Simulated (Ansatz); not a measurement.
System: AsH5Si···H2O.

Input file:

```
crystal:
  periodic: [false, false, false]
  atoms:
    - { symbol: Si, position_ang: [-0.3087, 0.6565, -0.8859] }
    - { symbol: O, position_ang: [0.33, 1.0015, 1.0541] }
    - { symbol: H, position_ang: [-0.4773, 0.1556, -2.2841] }
    - { symbol: H, position_ang: [-1.6783, 0.5984, -0.3646] }
    - { symbol: H, position_ang: [0.3035, 1.9588, -1.1289] }
    - { symbol: H, position_ang: [0.4817, -0.259, 1.0932] }
    - { symbol: As, position_ang: [0.9761, -1.6189, -0.2591] }
    - { symbol: H, position_ang: [-0.1409, 1.4469, 1.7626] }
    - { symbol: H, position_ang: [0.8952, -1.6629, 1.2883] }
    - { symbol: H, position_ang: [-0.3813, -2.2769, -0.2756] }
basis:
  gaussian: { orbitals: def2-SVP }
hamiltonian:
  xc: b3lyp
  dispersion: d4
relax:
  f_tol: 0.15
  max_steps: 25
  restrain:
    - { distance: [0, 6], at: 2.3, k: 30.0 }
    - { distance: [5, 1], at: 0.97, k: 30.0 }
    - { distance: [0, 1], at: 3.07, k: 30.0 }
    - { distance: [5, 6], at: 2.8, k: 30.0 }
output:
  orbitals: {}
```

Run with:

```sh
ansatz run input.yaml --threads 2 --pin off --max-ram 3072MiB --backend cpu --events-out ev --progress --plain --runs-dir out
```

The fields are those of the run's last geometry, not of the input's.

Not at a stationary point (largest force 0.9 eV/Å).

The calculation used RKS B3LYP-D4/def2-SVP in Ansatz.

Predict the electron density and electron localisation function between the atoms.

Si1···O2 (3.07 Å): the density falls to about 0.07 e/Å³ on the way; the ELF dips to about 0.05 between them.
Si–As (2.33 Å): ρ at the midpoint is about 0.68 e/Å³; the ELF peaks at about 0.95 between the atoms: a covalent bond.
Si–H (1.50 Å): ρ at the midpoint is about 0.76 e/Å³; the ELF climbs to about 1 towards the hydrogen, as it does in any bond to H.

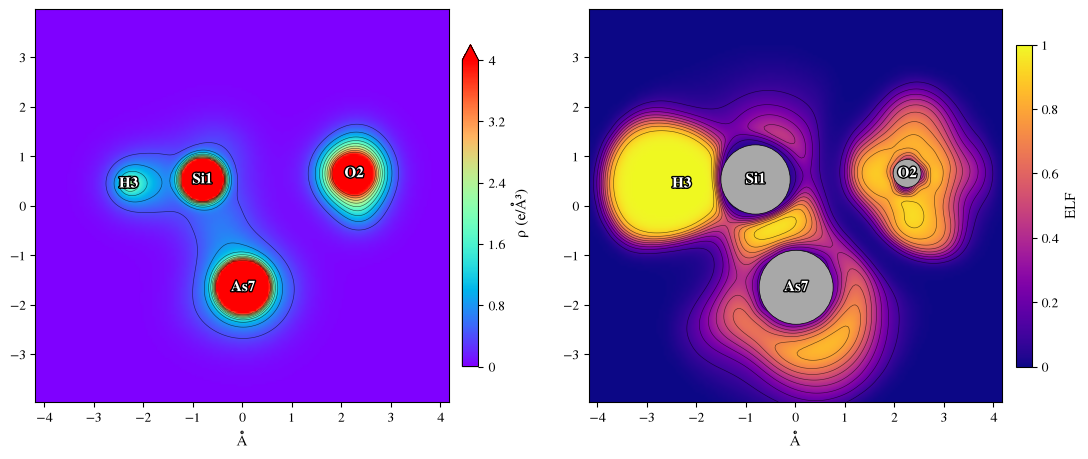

Computed electron density and electron localisation function on the plane of atoms H3, Si1 and As7, in this order. Grey discs cover the atomic cores in the ELF map. 
